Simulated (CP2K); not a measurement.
Fluorocarbonylacetaldehyde has these distinct O atoms: O1 (bonded to C) and O5 (bonded to C).

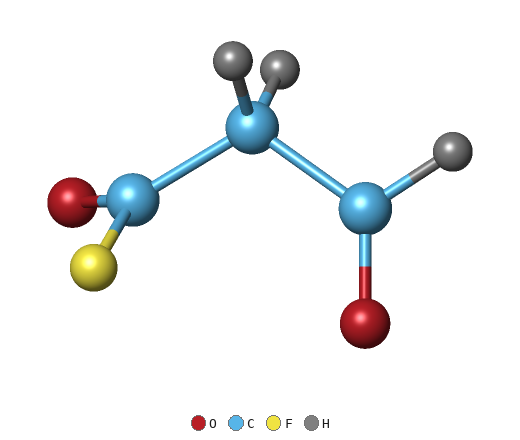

The molecule (oxygen red, carbon blue, fluorine yellow, hydrogen grey).

```xyz
9

O    -1.4554    1.0051   -0.9316
C    -1.2747    0.2753    0.0212
C     0.0584   -0.3546    0.4149
C     1.2145   -0.0327   -0.4899
O     1.9209   -0.7734   -1.1091
F     1.4257    1.3269   -0.5252
H    -2.1124   -0.0024    0.7063
H     0.2911    0.0008    1.4333
H    -0.0681   -1.4449    0.4801
```

Their partial O K spectra (CP2K XAS_TDP, all-electron GAPW, PBEh(45%), aug-cc-pVDZ, TDA, GW2X-corrected core level, no relativity) are given in random order, each times the number of alike atoms.

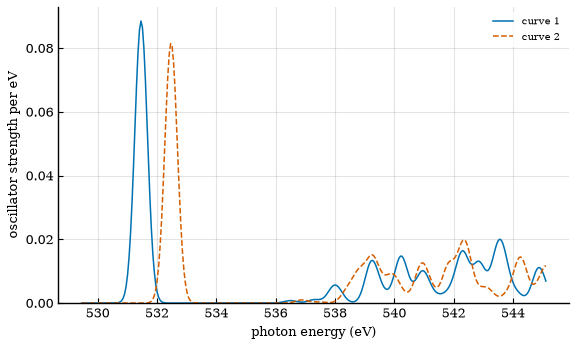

Gaussian full width 0.5 eV, oscillator strength per eV, alike atoms added, rows of zeros left out.

Q: Which curve belongs to which atom?

Curve 1: O1 (bonded to C), leading line at 531.46 eV (f = 0.047 an atom), ionisation energy 539.05 eV, term value 7.59 eV. Curve 2: O5 (bonded to C), leading line at 532.48 eV (f = 0.043 an atom), ionisation energy 539.35 eV, term value 6.87 eV. The leading line of an atom is its first one with 35 % of the strongest within 2.5 eV of its lowest line over the strength cut. A line lies at the core ionisation energy, which rises as an atom loses charge to its neighbours or to a π system, less the term value, which is large for a low π* or σ* orbital with weight on that atom.

[Banner, clock and machine lines of the logs are left out without a mark of their own.]

[Logs are printed without paths, hosts, clocks, repeated set-up lines and the standing remarks that a program may print on its own settings, such as how far it seeks lower states.]

[Hosts, paths, dates, database ids (printed as entryN), source tags and the programs' standing remarks are cut or masked in the printed files.]
